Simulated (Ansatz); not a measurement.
Cost and result by functional for the surface energy of the (10-12) surface of hcp Re in its 1x1 cell, outermost plane spacing 0.55 Å in the ideal cut (one of several cuts of this face), in Ansatz (plane waves, PAW). Single points on the PBE structure, on one kind of machine; costs are rough ratios of the slab run's core time (references not counted) to the cheapest single point. r2SCAN's cost holds its higher cutoff (500 against 420 eV). Differences are taken against r2SCAN for comparison alone: no measured value is at hand, so the table doesn't rank accuracy.

Slab: 14 atoms, 10.4 Å thick at the start (thin: gaps and levels are the slab's own); k 13x6x1, smearing 0.1 eV, dipole-corrected; all atoms relaxed; start symmetry kept, larger cells not searched; no spin, no spin-orbit, no U. These notes are the PBE run's.

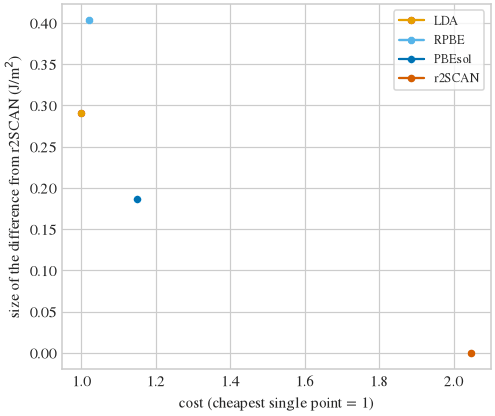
Figure: Difference from r2SCAN against cost

```
functional                     relative cost  surface energy (J/m²)  less r2SCAN (J/m²)
-----------------------------  -------------  ---------------------  ------------------
LDA                                        1                   3.90                0.29
RPBE                                       1                   3.21               -0.40
PBEsol                                     1                   3.80                0.19
r2SCAN                                     2                   3.61                0.00
PBE (the relaxed run's value)              –                   3.41               -0.20
```

The values span 0.69 J/m², while the single points' costs differ by a factor of roughly 2. Differences are of unrounded values.

Ansatz is a first-principles code.
